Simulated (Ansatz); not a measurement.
## Geometry relaxation, with input and output: AlH₄O₃F

The run: geometry relaxation of AlH₄O₃F. Method and program: RKS B3LYP/def2-SVP (Ansatz 0.2.0).

The input holds or restrains some coordinates. It belongs to a series of runs on one base structure; here: pulled along the bonds that form and break, towards end B.

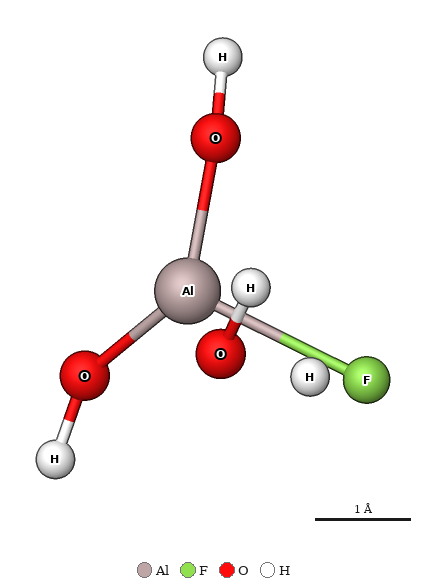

*The input geometry (ball-and-stick view, seen at a tilt). Sticks mark near contacts.*

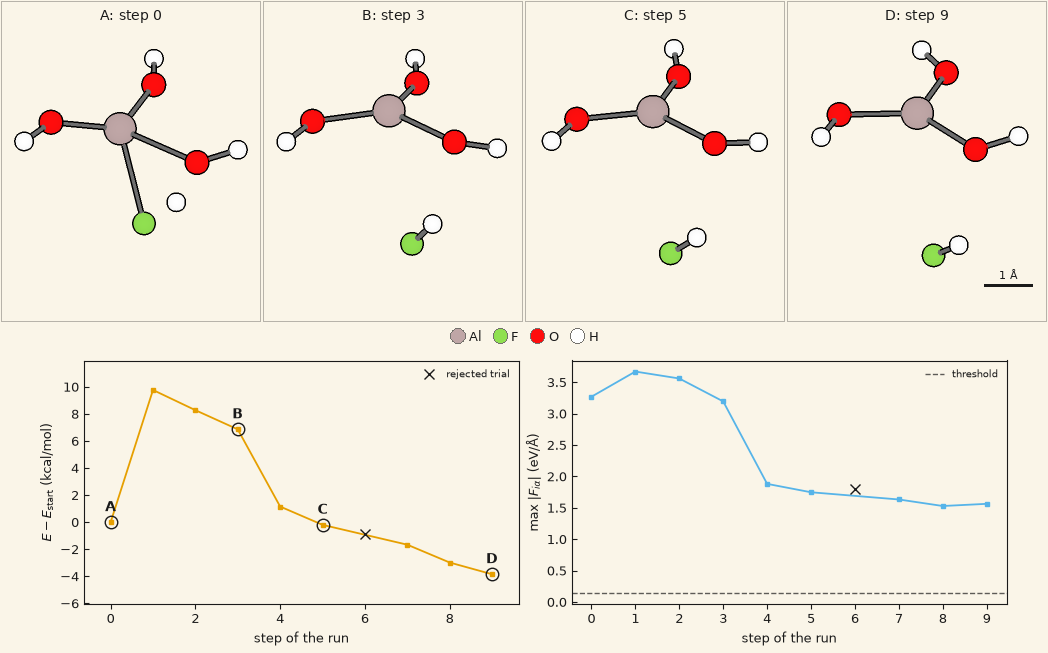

*Frames of the restrained relaxation (ball-and-stick view, seen at a tilt) above the curves, on which the letters mark them (the first geometry is step 0 here and step 1 in the log).*

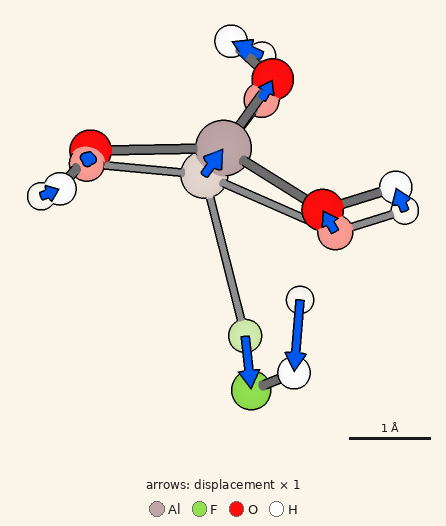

*Start (faint) and end (solid) with the displacements as blue arrows, at true length (ball-and-stick view, seen at a tilt). The two geometries are laid on each other by the best rigid fit.*

Over 9 geometry steps the energy falls by 3.84 kcal/mol. Largest force component: 3.3 eV/Å at the start, 1.6 eV/Å at the end. The line search rejected the trial step at point 6 (counted from 0) and went back. The largest move after the best rigid fit is that of H5, 0.91 Å. Largest moves by element: H 0.91 Å, F 0.68 Å, Al 0.44 Å, O 0.32 Å. Distances before and after: Al1–F2 2.111 → 3.073 Å, Al1–O6 2.179 → 1.809 Å, F2–H5 1.204 → 0.915 Å, Al1–O3 1.638 → 1.694 Å. New bonds form: F2–H5 (1.20 → 0.92 Å). Among the angles that change: Al1–O4–H8 154.4° → 126.4°, Al1–O3–H7 143.4° → 125.2°, O4–Al1–O6 105.7° → 116.1°. (Atoms are counted from 1 in the order of the input.)

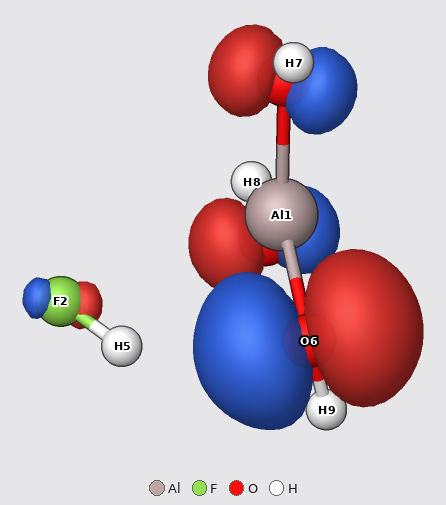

*The HOMO at ±0.15 Å⁻³ᐟ² (red and blue are the two phases), seen at an oblique angle.*

Its energy is −8.39 eV.

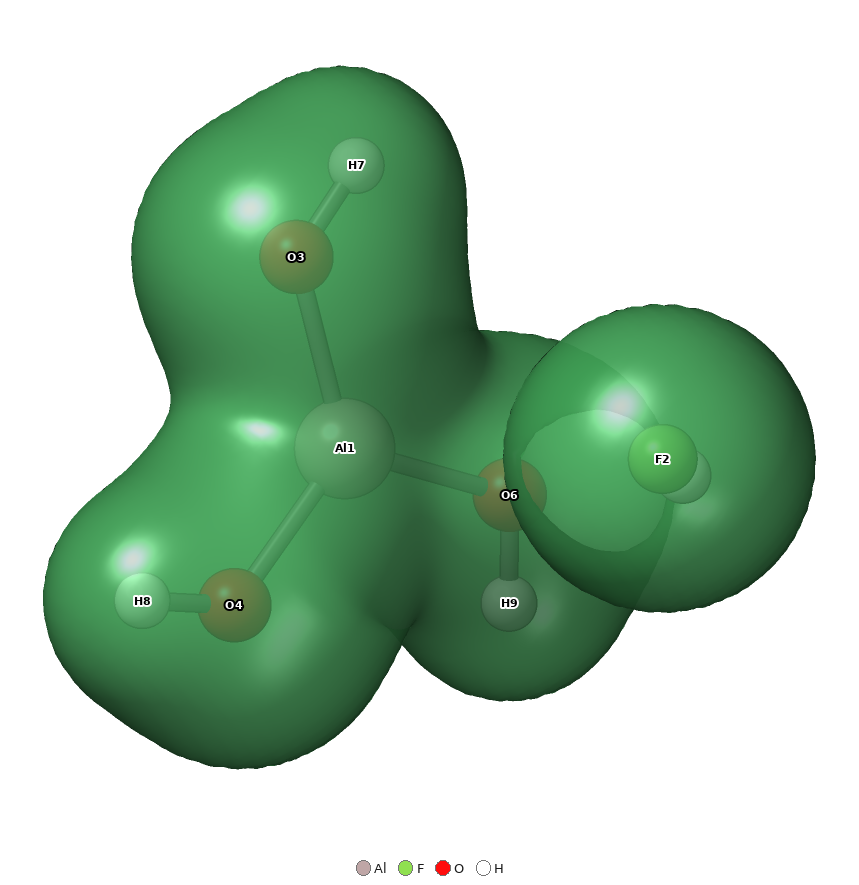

*Isosurface of the total electron density at 0.05 e/Å³ (green), seen face on.*

At this value the surface is in one piece. It is pinched off along the Al···F (3.07 Å) contacts. On the grid the lowest density along these lines, outside the cores, is 0.04 e/Å³ (Al···F, 3.07 Å), 0.72 e/Å³ (Al–O, 1.69 Å), 2.4 e/Å³ (F–H, 0.92 Å) and 0.58 e/Å³ (Al–O, 1.81 Å).

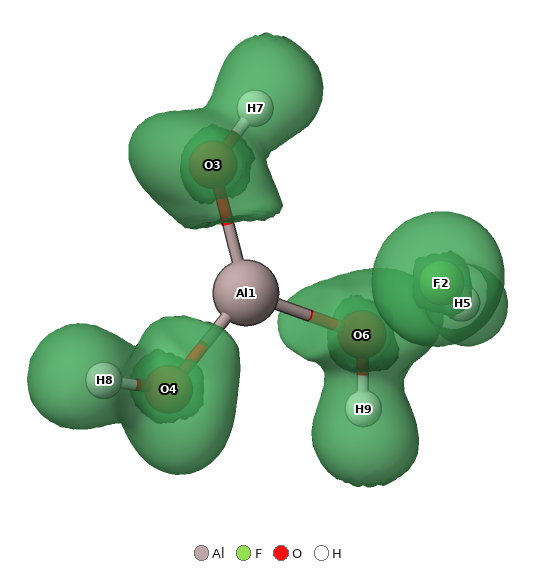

*Isosurface of the ELF at 0.75 (green), seen face on. Core shells and regions of very low density are left out.*

Profiles from the grid: Al1···F2 (3.07 Å): the ELF is only about 0 between them; a non-bonded, intermolecular contact. Al–O (1.69 Å): the ELF peaks at about 0.85 in the valence shell of O, 0.6 Å from its nucleus, and is about 0.45 at the midpoint.

The input and output of the run follow.

**Input**
```yaml
crystal:
  periodic: [false, false, false]
  atoms:
    - { symbol: Al, position_ang: [-0.4963, -0.0455, 0.1256] }
    - { symbol: F, position_ang: [0.5245, 1.6163, -0.6832] }
    - { symbol: O, position_ang: [-1.7721, -0.5205, -0.7847] }
    - { symbol: O, position_ang: [-0.3213, 0.0652, 1.7496] }
    - { symbol: H, position_ang: [1.1695, 0.6021, -0.7605] }
    - { symbol: O, position_ang: [1.4573, -0.6312, -0.6405] }
    - { symbol: H, position_ang: [-2.0649, -0.6426, -1.6752] }
    - { symbol: H, position_ang: [-0.6203, 0.2377, 2.6282] }
    - { symbol: H, position_ang: [2.1235, -0.6816, 0.0406] }
basis:
  gaussian: { orbitals: def2-SVP }
hamiltonian:
  xc: b3lyp
relax:
  f_tol: 0.15
  max_steps: 25
  restrain:
    - { distance: [0, 5], at: 1.87, k: 30.0 }
    - { distance: [4, 1], at: 0.88, k: 30.0 }
    - { distance: [0, 1], at: 3.08, k: 30.0 }
    - { distance: [4, 5], at: 2.27, k: 30.0 }
output:
  orbitals: {}
```

Command:
```bash
ansatz run input.yaml --threads 2 --pin off --max-ram 3072MiB --backend cpu --events-out ev --progress --plain --runs-dir out
```

**Output**
```
The last accepted step is kept in [file] (removed where the run ends without a failure and the disk answers)
Engine: ansatz 0.2.0, aarch64-unknown-linux-gnu
Functional definition: B3LYP
  parameter a0 = 0.2
  parameter ax = 0.72
  parameter ac = 0.81
  exchange = (1 - a0 - ax)*slater_x + ax*b88_x + a0*exact_x
  correlation = (1 - ac)*vwn_rpa_c + ac*lyp_c
946 factors; integrals over basis functions are off by at most 3.7e-4 eV
mean field evaluation 1: about -15501.8141 eV, gradient 9.1e1 eV
mean field evaluation 2: about -15477.9839 eV, gradient 1.4e2 eV
mean field evaluation 4: about -15515.7502 eV, gradient 7.4e0 eV
mean field evaluation 8: about -15515.8432 eV, gradient 1.2e-1 eV
mean field -15515.84319693 eV, -570.1967204711 hartree, gradient 2.4e-5 eV, S^2 0.000000; 0 other end points of the search recorded, 0 dependent functions left out
the calculation of the forces begins
reference -15515.84343007 eV, -570.1967290385 hartree; 25, 25 occupied and 69, 69 virtual orbitals, 946 factors
relax step   1: F+E_penalty+E_count = -15515.84319693 eV  Δ(F+E_penalty+E_count) = +0.000e0 eV  max|allowed force component| = 3.270e0 eV/Å  E_restraint = 32.01885864 eV  max|allowed force component, restraints' pulls added| = 3.648e1 eV/Å  Δτ_max = 0.0000 Å  (25 SCF iters, accepted)
  distance Al 0 - O 5 = 2.1786 Å
  distance H 4 - F 1 = 1.2044 Å
  distance Al 0 - F 1 = 2.1113 Å
  distance H 4 - O 5 = 1.2721 Å
these checks for a lower state are left out or cut short: starts, cluster_reference, orbital_swaps, neighbouring_geometries, increment
946 factors; integrals over basis functions are off by at most 3.6e-4 eV
mean field evaluation 16: about -15514.3981 eV, gradient 1.7e1 eV
mean field -15515.41940963 eV, -570.1811465750 hartree, gradient 7.6e-6 eV, S^2 0.000000; 0 other end points of the search recorded, 0 dependent functions left out
[... from here on the field's lines of each further geometry are left out, up to the last ...]
relax step   2: F+E_penalty+E_count = -15515.41940963 eV  Δ(F+E_penalty+E_count) = +4.238e-1 eV  max|allowed force component| = 3.671e0 eV/Å  E_restraint = 14.84306689 eV  max|allowed force component, restraints' pulls added| = 2.655e1 eV/Å  Δτ_max = 0.1948 Å  (34 SCF iters, accepted)
relax step   3: F+E_penalty+E_count = -15515.48409908 eV  Δ(F+E_penalty+E_count) = -6.469e-2 eV  max|allowed force component| = 3.561e0 eV/Å  E_restraint = 4.81786109 eV  max|allowed force component, restraints' pulls added| = 1.200e1 eV/Å  Δτ_max = 0.1947 Å  (35 SCF iters, accepted)
relax step   4: F+E_penalty+E_count = -15515.54566227 eV  Δ(F+E_penalty+E_count) = -6.156e-2 eV  max|allowed force component| = 3.196e0 eV/Å  E_restraint = 0.27962312 eV  max|allowed force component, restraints' pulls added| = 5.372e0 eV/Å  Δτ_max = 0.1942 Å  (28 SCF iters, accepted)
relax step   5: F+E_penalty+E_count = -15515.79291876 eV  Δ(F+E_penalty+E_count) = -2.473e-1 eV  max|allowed force component| = 1.883e0 eV/Å  E_restraint = 0.07797381 eV  max|allowed force component, restraints' pulls added| = 1.166e0 eV/Å  Δτ_max = 0.1942 Å  (29 SCF iters, accepted)
relax step   6: F+E_penalty+E_count = -15515.85151594 eV  Δ(F+E_penalty+E_count) = -5.860e-2 eV  max|allowed force component| = 1.749e0 eV/Å  E_restraint = 0.07530972 eV  max|allowed force component, restraints' pulls added| = 9.470e-1 eV/Å  Δτ_max = 0.2000 Å  (28 SCF iters, accepted)
relax step   7: F+E_penalty+E_count = -15515.88191308 eV  Δ(F+E_penalty+E_count) = -3.040e-2 eV  max|allowed force component| = 1.794e0 eV/Å  E_restraint = 0.12668870 eV  max|allowed force component, restraints' pulls added| = 2.699e0 eV/Å  Δτ_max = 0.1935 Å  (28 SCF iters, rejected (line search))
relax step   8: F+E_penalty+E_count = -15515.91517678 eV  Δ(F+E_penalty+E_count) = -6.366e-2 eV  max|allowed force component| = 1.634e0 eV/Å  E_restraint = 0.07414786 eV  max|allowed force component, restraints' pulls added| = 4.354e-1 eV/Å  Δτ_max = 0.0967 Å  (27 SCF iters, accepted)
relax step   9: F+E_penalty+E_count = -15515.97226915 eV  Δ(F+E_penalty+E_count) = -5.709e-2 eV  max|allowed force component| = 1.530e0 eV/Å  E_restraint = 0.07301585 eV  max|allowed force component, restraints' pulls added| = 4.993e-1 eV/Å  Δτ_max = 0.1000 Å  (27 SCF iters, accepted)
the calculation of the forces begins
reference -15516.01007390 eV, -570.2028530866 hartree; 25, 25 occupied and 69, 69 virtual orbitals, 946 factors
relax step  10: F+E_penalty+E_count = -15516.00983722 eV  Δ(F+E_penalty+E_count) = -3.757e-2 eV  max|allowed force component| = 1.565e0 eV/Å  E_restraint = 0.07766983 eV  max|allowed force component, restraints' pulls added| = 1.169e-1 eV/Å  Δτ_max = 0.1500 Å  (27 SCF iters, accepted)
  distance Al 0 - O 5 = 1.8085 Å
  distance H 4 - F 1 = 0.9151 Å
  distance Al 0 - F 1 = 3.0730 Å
  distance H 4 - O 5 = 2.2591 Å
946 factors; integrals over basis functions are off by at most 3.4e-4 eV
mean field evaluation 96: about -15516.0098 eV, gradient 1.0e-5 eV
mean field -15516.00983722 eV, -570.2028443887 hartree, gradient 2.5e-5 eV, S^2 0.000000; 1 other end points of the search recorded, 0 dependent functions left out
the calculation of the forces begins
reference -15516.01007390 eV, -570.2028530866 hartree; 25, 25 occupied and 69, 69 virtual orbitals, 946 factors
Total energy: -15516.01007390 eV, -570.2028530866 hartree
Atom 0 at    -0.348394    -0.421057     0.304455 Å, force     1.564817    -0.155491    -0.900162 eV/Å
Atom 1 at     0.802432     2.058579    -1.099168 Å, force    -0.713198     0.641745     0.287553 eV/Å
Atom 2 at    -1.808286    -0.510711    -0.549853 Å, force     0.043714     0.005867     0.051648 eV/Å
Atom 3 at    -0.272123    -0.141026     1.972569 Å, force    -0.012279    -0.009183     0.026771 eV/Å
Atom 4 at     1.354122     1.349082    -1.271434 Å, force     0.609330    -1.124224    -0.065699 eV/Å
Atom 5 at     1.223826    -0.775921    -0.515933 Å, force    -1.532531     0.634165     0.709115 eV/Å
Atom 6 at    -1.887798    -0.667036    -1.494001 Å, force    -0.005422    -0.005467    -0.030620 eV/Å
Atom 7 at    -1.014870     0.044330     2.554055 Å, force     0.012760     0.004281    -0.048890 eV/Å
Atom 8 at     1.950991    -0.936340     0.099210 Å, force     0.032808     0.008306    -0.029717 eV/Å
Dipole moment:     0.054440    -0.258033     0.041919 e Å
```

**Trajectory as extended XYZ (Å, eV, eV/Å), 10 frames, from step=1 to step=10**
```
9
Properties=species:S:1:pos:R:3:forces:R:3 step=1 energy=-15515.84320
Al   -0.4963   -0.0455    0.1256    3.2701   1.0911  -1.3927
F     0.5245    1.6163   -0.6832   -0.8205  -2.1404   0.6648
O    -1.7721   -0.5205   -0.7847   -0.8007  -0.2840   0.0360
O    -0.3213    0.0652    1.7496    0.2381  -0.1178   0.5494
H     1.1695    0.6021   -0.7605    1.0689  -0.7355  -0.2567
O     1.4573   -0.6312   -0.6405   -3.0299   2.1951  -0.0907
H    -2.0649   -0.6426   -1.6752   -0.0870  -0.0526  -0.5343
H    -0.6203    0.2377    2.6282   -0.2609   0.0721   0.3734
H     2.1235   -0.6816    0.0406    0.4219  -0.0281   0.6510
9
Properties=species:S:1:pos:R:3:forces:R:3 step=2 energy=-15515.41941
Al   -0.4790   -0.2107    0.1542    3.6712  -0.1168  -1.2662
F     0.6326    1.7429   -0.7604    0.2766  -2.7914   0.3999
O    -1.7885   -0.5309   -0.7833   -0.6784  -0.1032   0.0814
O    -0.3193    0.0461    1.7646    0.2076  -0.0577   0.3644
H     1.1267    0.7906   -0.7848   -0.0157   1.1066  -0.3416
O     1.3934   -0.7522   -0.5880   -2.8374   2.0038   0.6333
H    -2.0658   -0.6435   -1.6816   -0.0434  -0.0612  -0.4748
H    -0.6251    0.2473    2.6335   -0.3174   0.1345   0.4361
H     2.1249   -0.6897    0.0458   -0.2632  -0.1146   0.1675
9
Properties=species:S:1:pos:R:3:forces:R:3 step=3 energy=-15515.48410
Al   -0.4600   -0.3686    0.1823    3.5607  -0.5577  -1.2250
F     0.7096    1.8305   -0.8142   -0.5621   0.0197   0.2478
O    -1.7955   -0.5304   -0.7822   -0.4281  -0.0438   0.1871
O    -0.3157    0.0426    1.7700    0.1098  -0.0447   0.3160
H     1.1106    0.9814   -0.8195    0.7746  -0.8141  -0.3264
O     1.3301   -0.8728   -0.5316   -2.1157   1.7319   1.2033
H    -2.0649   -0.6441   -1.6865    0.0458  -0.0671  -0.2942
H    -0.6296    0.2519    2.6376   -0.2892   0.1003   0.2482
H     2.1153   -0.6906    0.0440   -1.0959  -0.3245  -0.3569
9
Properties=species:S:1:pos:R:3:forces:R:3 step=4 energy=-15515.54566
Al   -0.4271   -0.5403    0.2147    2.3309   0.0554  -0.9596
F     0.7631    1.9580   -0.8645   -1.5494   2.7134   0.1880
O    -1.7882   -0.5343   -0.7748    0.0217  -0.1482   0.3714
O    -0.3092    0.0337    1.7753    0.0416  -0.2222   0.0440
H     1.1468    1.1617   -0.8817    1.6453  -3.1957  -0.2373
O     1.2469   -0.9841   -0.4564   -1.1432   1.3791   0.9407
H    -2.0570   -0.6476   -1.6859    0.1897  -0.0693   0.0221
H    -0.6392    0.2546    2.6388   -0.2486   0.0256   0.0077
H     2.0637   -0.7019    0.0344   -1.2880  -0.5381  -0.3770
9
Properties=species:S:1:pos:R:3:forces:R:3 step=5 energy=-15515.79292
Al   -0.4118   -0.5323    0.2254    1.8827   0.1173  -0.7067
F     0.8053    2.0523   -0.8980   -0.5859   0.6670   0.2146
O    -1.7838   -0.5768   -0.7309   -0.2949  -0.0976   0.0531
O    -0.3283    0.0082    1.7993    0.1057  -0.1643   0.1794
H     1.2469    1.2598   -1.0163    0.5773  -1.1720  -0.1794
O     1.2014   -0.9469   -0.4774   -0.5006   1.0304   1.0204
H    -2.0444   -0.6827   -1.6461    0.1789  -0.0500   0.0713
H    -0.6878    0.1999    2.6597   -0.2018   0.0076  -0.0819
H     2.0025   -0.7817    0.0842   -1.1613  -0.3383  -0.5708
9
Properties=species:S:1:pos:R:3:forces:R:3 step=6 energy=-15515.85152
Al   -0.3962   -0.4817    0.2657    1.7489  -0.0836  -0.8095
F     0.7787    2.0148   -1.0927   -0.6423   0.6572   0.1995
O    -1.7633   -0.5256   -0.7008   -0.2838  -0.0638   0.0972
O    -0.3624   -0.0704    1.8811    0.1365  -0.0697   0.2110
H     1.3016    1.2653   -1.1389    0.5831  -1.1550  -0.0732
O     1.2122   -0.8962   -0.4502   -0.6906   1.0107   0.9764
H    -2.0037   -0.6091   -1.6234    0.1771  -0.0295   0.0420
H    -0.7682    0.0617    2.7344   -0.1440   0.0057  -0.1923
H     2.0012   -0.7590    0.1246   -0.8849  -0.2721  -0.4512
9
Properties=species:S:1:pos:R:3:forces:R:3 step=7 energy=-15515.88191 accepted=F
Al   -0.3839   -0.4374    0.2790    1.7937  -0.1983  -0.6938
F     0.8365    2.0491   -1.0519    0.3354  -1.0402  -0.2354
O    -1.7563   -0.5259   -0.6789   -0.2658   0.0091   0.0613
O    -0.3799   -0.0940    1.9145    0.1085  -0.0446   0.2373
H     1.2706    1.2479   -1.3291   -0.3926   0.5256   0.4634
O     1.2273   -0.8415   -0.4500   -0.9872   0.8426   0.9415
H    -1.9844   -0.6145   -1.6039    0.1545  -0.0241   0.0174
H    -0.8227    0.0085    2.7572   -0.0596  -0.0017  -0.3461
H     1.9927   -0.7923    0.1629   -0.6868  -0.0684  -0.4457
9
Properties=species:S:1:pos:R:3:forces:R:3 step=8 energy=-15515.91518
Al   -0.3860   -0.4526    0.2785    1.6339  -0.1538  -0.9064
F     0.8137    2.0197   -1.0961   -0.6249   0.6232   0.2492
O    -1.7778   -0.5356   -0.6587   -0.2127  -0.0157   0.1066
O    -0.3617   -0.0987    1.9110    0.1197  -0.0261   0.3264
H     1.3440    1.2836   -1.2239    0.5178  -1.1070  -0.0734
O     1.2131   -0.8443   -0.4763   -1.1047   0.8497   0.8742
H    -1.9850   -0.6272   -1.5890    0.1504  -0.0228   0.0105
H    -0.8399    0.0331    2.7308   -0.0443  -0.0145  -0.3419
H     1.9795   -0.7783    0.1237   -0.4354  -0.1331  -0.2453
9
Properties=species:S:1:pos:R:3:forces:R:3 step=9 energy=-15515.97227
Al   -0.3725   -0.4318    0.2805    1.5300  -0.2280  -0.9354
F     0.8242    2.0449   -1.0894   -0.6750   0.6476   0.2767
O    -1.8064   -0.5382   -0.6056   -0.0655   0.0105  -0.0360
O    -0.3146   -0.1242    1.9294   -0.0706   0.0593   0.4993
H     1.3527    1.3143   -1.2475    0.5662  -1.1395  -0.0794
O     1.2151   -0.8130   -0.5046   -1.3897   0.7635   0.7814
H    -1.9388   -0.6551   -1.5504    0.0873  -0.0047   0.0972
H    -0.9147    0.0460    2.6657    0.1576  -0.0634  -0.4784
H     1.9549   -0.8431    0.1217   -0.1403  -0.0454  -0.1254
9
Properties=species:S:1:pos:R:3:forces:R:3 step=10 energy=-15516.00984
Al   -0.3484   -0.4211    0.3045    1.5648  -0.1555  -0.9002
F     0.8024    2.0586   -1.0992   -0.7132   0.6417   0.2876
O    -1.8083   -0.5107   -0.5499    0.0437   0.0059   0.0516
O    -0.2721   -0.1410    1.9726   -0.0123  -0.0092   0.0268
H     1.3541    1.3491   -1.2714    0.6093  -1.1242  -0.0657
O     1.2238   -0.7759   -0.5159   -1.5325   0.6342   0.7091
H    -1.8878   -0.6670   -1.4940   -0.0054  -0.0055  -0.0306
H    -1.0149    0.0443    2.5541    0.0128   0.0043  -0.0489
H     1.9510   -0.9363    0.0992    0.0328   0.0083  -0.0297
```

**Results in brief**

- outcome: converged under the restraints of the input
- total energy: −15516.0101 eV
- mean-field energy: −15516.0101 eV
- largest force (length of the vector) at the end, held atoms and coordinates included: 1.812 eV/Å
- hardware: 2 threads of Arm Neoverse V1, 24 GiB of memory available, shared host
- wall time: 22 s (CPU time 43 s)
- peak memory: 0.19 GiB
